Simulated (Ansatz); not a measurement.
**A computed series for AlN: carrier doping**

The parent structure is AlN in the zinc blende structure (space group F-43m, No. 216; a = 4.4032 Å).

Carriers are added at fixed cell with a uniform background; the Fermi–Dirac width is that of 300 K.

All numbers come from Ansatz (an electronic-structure program), PBE, PAW, cutoff 420 eV, no SOC.

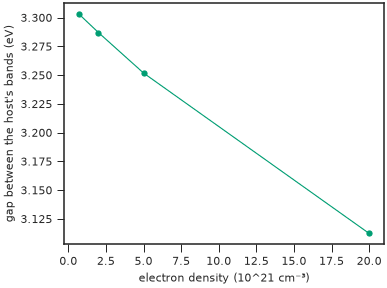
Figure: Gap between the host's bands against electron density

### Question
From the plot, what is the gap between the host's bands for electrons 2.0×10^21 cm⁻³?

### Answer
About 3.29 eV.

### Question
Is the trend monotonic over the range shown?

### Answer
Yes, it falls throughout, spanning 3.11 eV to 3.30 eV.

Carriers are added with a uniform compensating background; total energy and stress of such cells depend on the potential's zero and are not compared; many-body gap narrowing is missing at this level. No phonon test of stability was made. This is not the structure that AlN has at room temperature and ambient pressure.
